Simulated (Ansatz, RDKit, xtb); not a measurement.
# C3H10ClFSi2: which of the isomers drawn lies lowest?

A sample of isomers of C3H10ClFSi2 is drawn. Aim: find which of them has the lowest free energy at 298.15 K, then its properties. The sample is small against all isomers, and the most stable one of this formula need not be in it.

Plan: many cheap relaxations first (GFN2-xTB), then density-functional screening, relaxation at B3LYP/def2-SVP, vibrations (at GFN2-xTB) and a final energy. The numbers are computed, not measured.

### Step 1. Candidates

Isomers were taken from a list of plausible structures; this is a sample, not all of them. That gives 7 candidates.

```tsv
label	SMILES	spin
c033	C[SiH2]C[C@](F)([SiH3])Cl	singlet
c350	C[SiH2][C@H](F)[SiH2]CCl	singlet
c427	CC[SiH2][C@H](Cl)[SiH2]F	singlet
c441	CC[Si@@H](Cl)[C@@H](F)[SiH3]	singlet
c612	C[C@@H]([SiH2]F)[SiH2]CCl	singlet
c767	C[C@@H]([SiH3])[Si@@H](F)CCl	singlet
c829	F[C@@H](C[SiH3])[SiH2]CCl	singlet
```

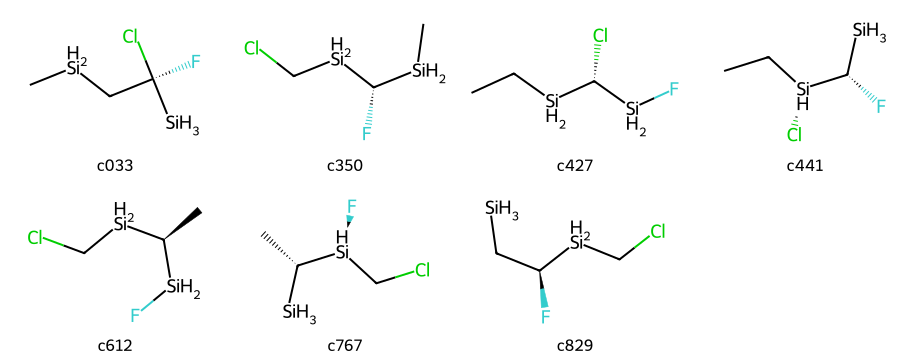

Structural formulas of the candidates.

Candidates are built by distance geometry, with a force field where one applies, in up to four conformers (letters a to d).

Q: Predict the outcome of this search (final energies at CCSD(T)/def2-SVP + MP2/def2-TZVPP - MP2/def2-SVP).

| quantity | value |
| --- | --- |
| lowest structure found | C[C@@H]([SiH3])[Si@@H](F)CCl, singlet |
| next finalist | CC[SiH2][C@H](Cl)[SiH2]F, singlet, 1.7 kcal/mol higher in G |
| share at equilibrium, among the finalists | 91.0 % |

The search ends on `C[C@@H]([SiH3])[Si@@H](F)CCl`. The margin, 1.7 kcal/mol, is modest. r2SCAN-D4/def2-SVP, B3LYP/def2-SVP, HF/def2-SVP and MP2/def2-SVP already put its bonding pattern lowest among the structures in one piece; GFN2-xTB favours the singlet CC[SiH2][C@H](Cl)[SiH2]F (c427d, not a finalist); HF/STO-3G favours the singlet CC[Si@@H](Cl)[C@@H](F)[SiH3] (c441b, not a finalist). 8 minima inside the window were never screened. Lowest found is not proven lowest: the search is finite, and each finalist counts with one conformer. Only 7 drawn patterns were tried, so whole families of isomers are missing, and the result ranks this sample alone.
